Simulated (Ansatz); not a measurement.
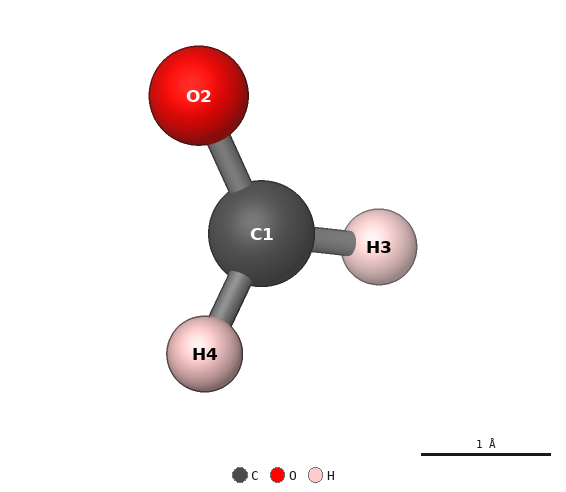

Source: calculation with Ansatz.

Orthographic view. Depth is shown by fading: the farther an atom, the more it takes the colour of the background. Geometry: a fixed input geometry, not necessarily a minimum.

Give the geometry as a Z-matrix, atoms in numerical order, with these reference atoms: 2 to 1; 3 to 1, 2; 4 to 1, 3, 2.

```
C  
O    1   1.207
H    1   1.107   2   122.0
H    1   1.106   3   116.2   2   179.8
```
